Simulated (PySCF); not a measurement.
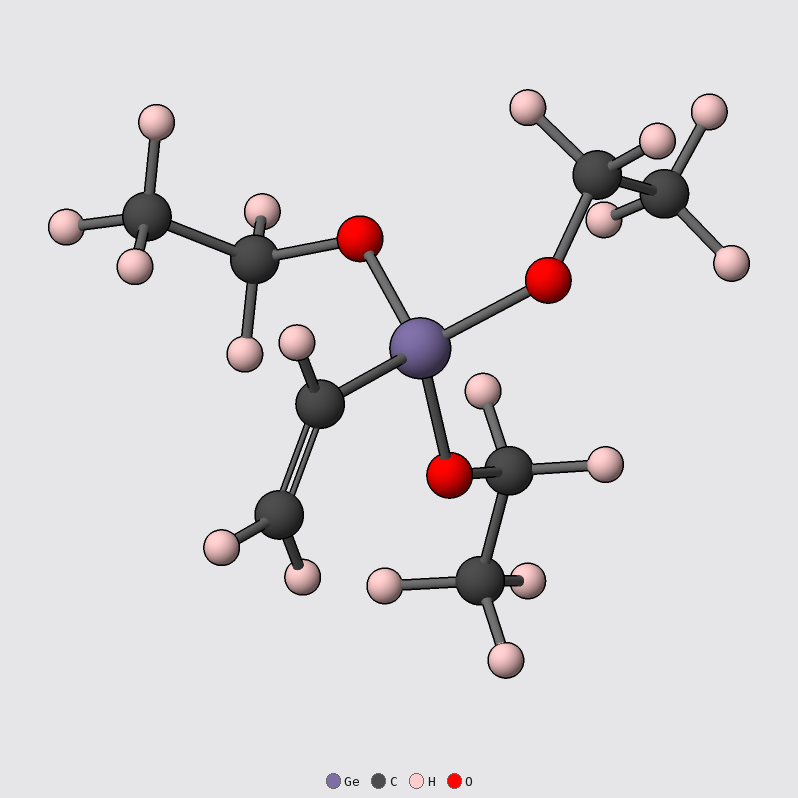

(Drawn from a calculation with PySCF.)

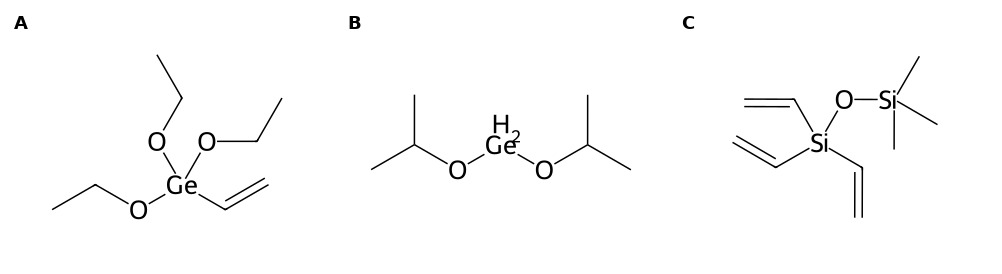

Which structural formula matches the 3D model?

Answer. A, `C=[CH][Ge]([O]CC)([O]CC)[O]CC`.
